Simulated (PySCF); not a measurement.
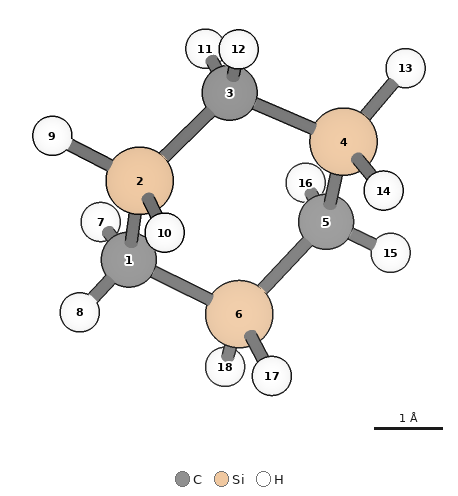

*The structure (ball-and-stick view, seen at a tilt; atoms are numbered from 1 in the order of the input).*

Bond lengths as drawn: C–H 1.09 Å, C–Si 1.90 Å and H–Si 1.47 Å.

C₃H₁₂Si₃: NMR shielding calculation

System: C₃H₁₂Si₃, SMILES C1[SiH2]C[SiH2]C[SiH2]1.
Method: GIAO KT3/pcSseg-1 NMR shielding, non-relativistic, gas phase (PySCF 2.14.0).

The geometry comes from this level: GFN2-xTB. It belongs to a series of runs on one base structure; here: KT3/pcSseg-1; guess sap. Figures and captions count atoms from 1; the log counts them from 0 in places.

## Log
```
final grid: 133872 points
cycle   1  E = -985.1358977073  dE =  1.067e+01  |g| = 5.401e+00  |ddm| = 4.755e+01
cycle   2  E = -969.8049004035  dE =  1.533e+01  |g| = 8.858e+00  |ddm| = 4.909e+01
cycle   3  E = -997.2136498100  dE = -2.741e+01  |g| = 2.199e+00  |ddm| = 1.212e+01
cycle   4  E = -998.7853138333  dE = -1.572e+00  |g| = 6.853e-01  |ddm| = 3.459e+00
cycle   5  E = -998.8639639398  dE = -7.865e-02  |g| = 4.201e-01  |ddm| = 1.178e+00
cycle   6  E = -998.9120641320  dE = -4.810e-02  |g| = 1.255e-01  |ddm| = 6.291e-01
cycle   7  E = -998.9164255113  dE = -4.361e-03  |g| = 5.015e-02  |ddm| = 2.000e-01
cycle   8  E = -998.9170431036  dE = -6.176e-04  |g| = 1.970e-02  |ddm| = 6.693e-02
cycle   9  E = -998.9171553284  dE = -1.122e-04  |g| = 2.392e-03  |ddm| = 2.550e-02
cycle  10  E = -998.9171569067  dE = -1.578e-06  |g| = 7.861e-04  |ddm| = 3.746e-03
cycle  11  E = -998.9171570962  dE = -1.895e-07  |g| = 1.576e-04  |ddm| = 1.297e-03
cycle  12  E = -998.9171571037  dE = -7.521e-09  |g| = 2.570e-05  |ddm| = 2.615e-04
cycle  13  E = -998.9171571040  dE = -2.583e-10  |g| = 5.259e-06  |ddm| = 5.285e-05
converged SCF energy = -998.9171571040

GIAO shielding tensors (ppm)
atom      isotropic    diamagn.    paramagn.     s11        s22        s33       span
  0 C      191.748     256.935     -65.188    184.470    188.110    202.663     18.193
  1 Si     405.189     882.837    -477.648    375.888    396.267    443.413     67.525
  2 C      191.716     256.928     -65.212    184.496    188.082    202.568     18.072
  3 Si     405.134     882.847    -477.712    375.970    396.488    442.945     66.975
  4 C      191.697     256.934     -65.237    184.497    188.055    202.538     18.042
  5 Si     405.213     882.845    -477.631    375.855    396.426    443.360     67.505
  6 H       31.850      32.780      -0.930     28.288     28.855     38.407     10.118
  7 H       31.953      30.218       1.735     26.814     28.458     40.588     13.774
  8 H       27.108      29.231      -2.123     23.133     25.095     33.095      9.962
  9 H       27.497      30.253      -2.756     24.725     25.466     32.300      7.575
 10 H       31.849      32.779      -0.930     28.288     28.856     38.404     10.116
 11 H       31.954      30.224       1.729     26.813     28.465     40.583     13.770
 12 H       27.102      29.229      -2.127     23.129     25.087     33.090      9.962
 13 H       27.495      30.260      -2.765     24.729     25.465     32.291      7.562
 14 H       31.953      30.230       1.723     26.815     28.470     40.575     13.760
 15 H       31.846      32.773      -0.928     28.279     28.857     38.401     10.122
 16 H       27.498      30.257      -2.758     24.723     25.470     32.302      7.579
 17 H       27.109      29.235      -2.126     23.132     25.097     33.097      9.964
```

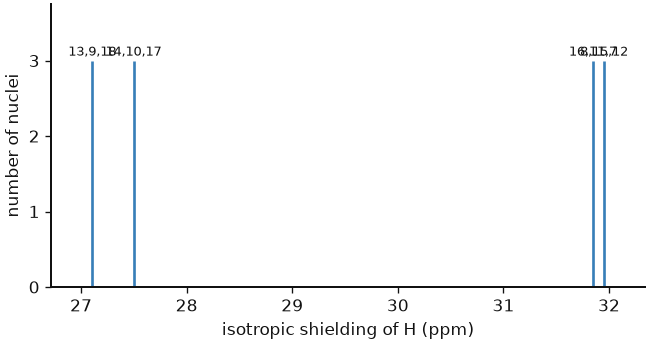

*Isotropic shieldings of the hydrogen nuclei in this fixed geometry, labelled by atom number; shielding grows to the right, so chemical shift grows to the left.*

The least shielded is H13 (27.1 ppm), the most shielded H12 (32.0 ppm).

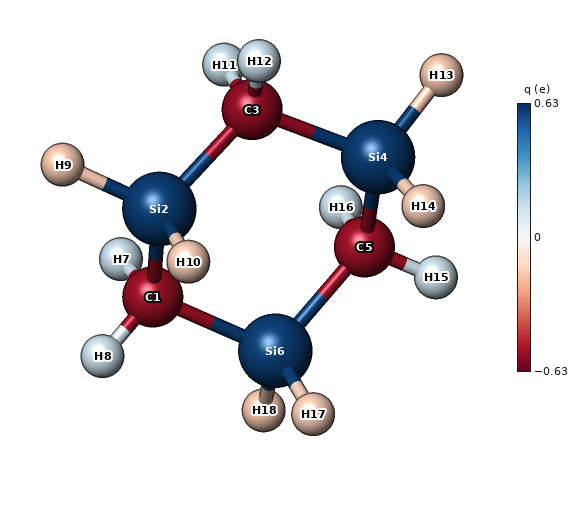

*ESP-fitted charges, as the colour of each atom (ball-and-stick view, seen at a tilt; atoms are numbered from 1 in the order of the input).*

By element: C −0.55 to −0.53, Si +0.59 to +0.60 and H −0.16 to +0.14 e.

This output came from the following input.

## The input
```
{"job": {"kind": "nmr", "xc": "KT3", "basis": "pcSseg-1", "pop": true, "scf": {"guess": "sap"}}, "charge": 0, "multiplicity": 1}
C     -0.725809     1.329542    -0.993229
Si     1.073516     1.466687    -0.399456
C      1.778976    -0.282565    -0.170665
Si     0.750633    -1.399129     0.971594
C     -1.038448    -1.443607     0.334270
Si    -1.838223     0.266393     0.120757
H     -0.734795     0.914220    -2.001160
H     -1.152790     2.327475    -1.077923
H      1.874845     2.203131    -1.393566
H      1.127877     2.203860     0.870636
H      1.865911    -0.759087    -1.147434
H      2.793604    -0.210707     0.217511
H      1.312490    -2.762159     0.981455
H      0.782313    -0.874354     2.344047
H     -1.644515    -2.039248     1.014916
H     -1.060995    -1.966482    -0.622253
H     -2.002457     0.911658     1.430679
H     -3.170893     0.120690    -0.491835
```

The first line tells a small driver script what to run in PySCF; the rest is the geometry in Å.

Launched with:
```bash
OMP_NUM_THREADS=1 python <driver script> task.json out
```

## Summary

| quantity | value |
| --- | --- |
| outcome | converged |
| total energy | −998.917157 hartree |
| HOMO | −7.08 eV |
| LUMO | −0.17 eV |
| dipole moment | 0.86 D |
| isotropic shielding, C | 191.7 to 191.7 ppm |
| isotropic shielding, Si | 405.1 to 405.2 ppm |
| isotropic shielding, H | 27.1 to 32.0 ppm |
| hardware | 1 CPU thread, shared host |
| wall time | 60 s |
| peak memory | 0.73 GiB |

## Notes

Settings chosen away from the usual ones: KT3/pcSseg-1; guess sap.
